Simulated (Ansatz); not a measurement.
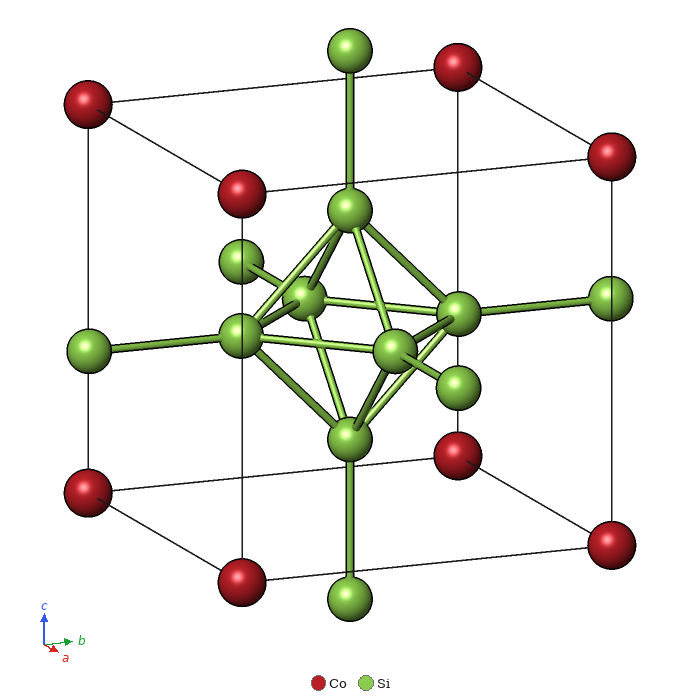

System CoSi₆ (space group Pm-3m, No. 221); source of the atomic positions: coordinates from a relaxation with DFT PBE, scalar-relativistic, plane waves, PAW (Ansatz); the starting structure was generated, so it need not be a known form of this composition.

Bonds are taken as Si–Si below 2.8 Å; no other contact counts. Atoms with one bond or none are removed and atoms with two bonds are replaced by edges, until no such atom is left.

Q: What kind of net remains, and which atoms are its nodes?

A: A uninodal 5-connected, three-periodic net: Si is a 5-connected node. Co drops out.

Q: Is the net interpenetrated?

A: It is a single net, without interpenetration.

Q: Give the point symbol of each node (shortest cycle at each angle).

A: Si: 3⁴·4²·8⁴.

The simplified net, drawn on the atoms' positions. Nodes are coloured by element. Short stubs are edges that leave the cut-out.

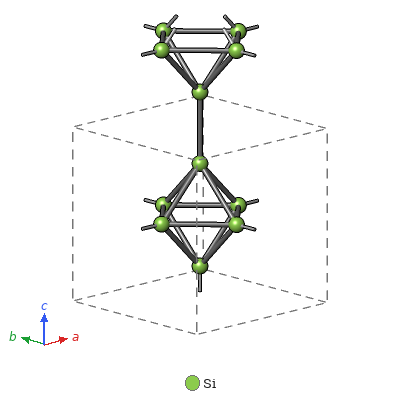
